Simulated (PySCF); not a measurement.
# SiHClO (SMILES O[Si]Cl) at CCSD(T)/STO-3G

What is the vertical singlet–triplet gap of SiHClO at CCSD(T)/STO-3G? 

The results are computed with PySCF 2.14.0.

31 further runs of the same task are left out: 14 that didn't finish, 17 set aside as unsound or not needed.

## Step 1: The structure to begin with

The species is SiHClO (4 atoms), meant as a singlet with charge 0. SMILES: `O[Si]Cl`. The coordinates come from a PBE0-D4/def2-TZVP relaxation.

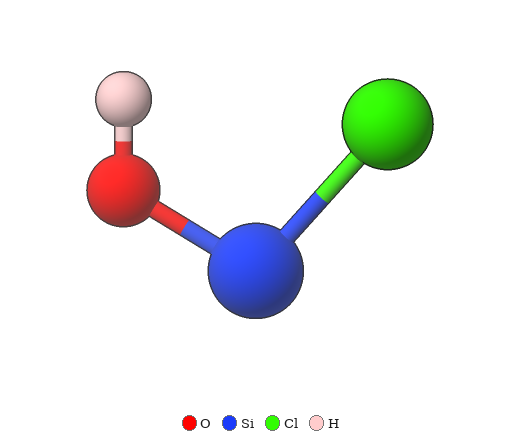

The structure, seen from a chosen angle (oxygen red, silicon blue, chlorine green, hydrogen pink).

## Step 2: The energy at CCSD(T)/STO-3G

calc.py

```python
from pyscf import gto, cc

mol = gto.M(
    atom='''
O       -0.911800       0.450200      -0.308700
Si      -0.434200      -0.789700       0.647000
Cl       1.662300      -0.701000       0.421400
H       -0.260800       0.980400      -0.780000
''',
    max_memory=1860,
    charge=0,
    basis='sto-3g',
    verbose=3,
)

myscf = mol.RHF()
myscf.conv_tol = 1e-10
myscf.kernel()
if not myscf.converged:
    myscf = myscf.newton().run(myscf.mo_coeff, myscf.mo_occ)

mycc = cc.CCSD(myscf, frozen=11)
mycc.kernel()
e_t = mycc.ccsd_t()
energy = mycc.e_tot + e_t
print(f'total energy: {energy:.8f} hartree')
```

Launch:

```console
$ OMP_NUM_THREADS=1 python calc.py
```

Output:

```text
converged SCF energy = -814.656436858696
E(CCSD) = -814.7497903823648  E_corr = -0.09335352366837364
CCSD(T) correction = -0.00515868666490833
total energy: -814.75494907 hartree
```

Wall time 0.74 s (1 thread of Intel Xeon Platinum 8488C (Sapphire Rapids), shared host); peak memory 0.12 GiB.

## Step 3: The triplet at the same level

job.py

```python
from pyscf import gto, scf, cc

mol = gto.M(
    atom=[
    ('O', (-0.911800, 0.450200, -0.308700)),
    ('Si', (-0.434200, -0.789700, 0.647000)),
    ('Cl', (1.662300, -0.701000, 0.421400)),
    ('H', (-0.260800, 0.980400, -0.780000)),
],
    verbose=3,
    basis='sto-3g',
    max_memory=1860,
    spin=2,
)

mf = scf.UHF(mol)
mf.conv_tol = 1e-10
mf.kernel()
if not mf.converged:
    mf = mf.newton().run(mf.mo_coeff, mf.mo_occ)

mycc = cc.CCSD(mf, frozen=11)
mycc.kernel()
e_t = mycc.ccsd_t()
e_tot = mycc.e_tot + e_t
print('Final energy', e_tot)
```

Launch:

```console
$ OMP_NUM_THREADS=1 python job.py
```

Output:

```text
WARN: HOMO 0.0733278860526963 >= LUMO -0.262276598987772

converged SCF energy = -814.547558888584  <S^2> = 2.0011593  2S+1 = 3.0007727
E(UCCSD) = -814.6162260591483  E_corr = -0.06866717056445308
UCCSD(T) correction = -0.00184858550507486
Final energy -814.6180746446533
```

Wall time 0.72 s (1 thread of Intel Xeon Platinum 8488C (Sapphire Rapids), shared host); peak memory 0.1 GiB.

## Step 4: What came out

At CCSD(T)/STO-3G, 11 core orbitals frozen:

```
                                                           quantity          value
                                              singlet: total energy  -814.75495 Eh
                      singlet: dipole moment (Hartree–Fock density)         2.25 D
                       singlet: HOMO energy (Hartree–Fock orbitals)       -7.74 eV
                       singlet: LUMO energy (Hartree–Fock orbitals)        5.61 eV
                     singlet: HOMO–LUMO gap (Hartree–Fock orbitals)       13.35 eV
              singlet: correlation energy (11 core orbitals frozen)      -98.5 mEh
                                            singlet: (T) correction      -5.16 mEh
                                             singlet: T1 diagnostic          0.021
                                              triplet: total energy  -814.61807 Eh
                      triplet: dipole moment (Hartree–Fock density)         2.97 D
triplet: HOMO energy (Hartree–Fock orbitals) (highest over α and β)       -4.91 eV
 triplet: LUMO energy (Hartree–Fock orbitals) (lowest over α and β)        2.65 eV
              triplet: correlation energy (11 core orbitals frozen)      -70.5 mEh
                                            triplet: (T) correction      -1.85 mEh
                         triplet: ⟨S²⟩ of the reference determinant          2.001
                                             triplet: T1 diagnostic          0.015
                   vertical energy of the triplet above the singlet       3.725 eV
```

At this shape the triplet lies 3.72 eV (359 kJ/mol) above the singlet. In a minimal basis such a difference can be off by several eV, whatever the method. The T1 diagnostic (singlet) of 0.021 is above the customary mark for such species, so a single reference may not serve. Mulliken charges (singlet) of the mean-field density run from -0.49 on O1 to +0.77 on Si2; they depend strongly on the basis. The triples (singlet) make up 5.2 % of the correlation energy. The triples (triplet) make up 2.6 % of the correlation energy.
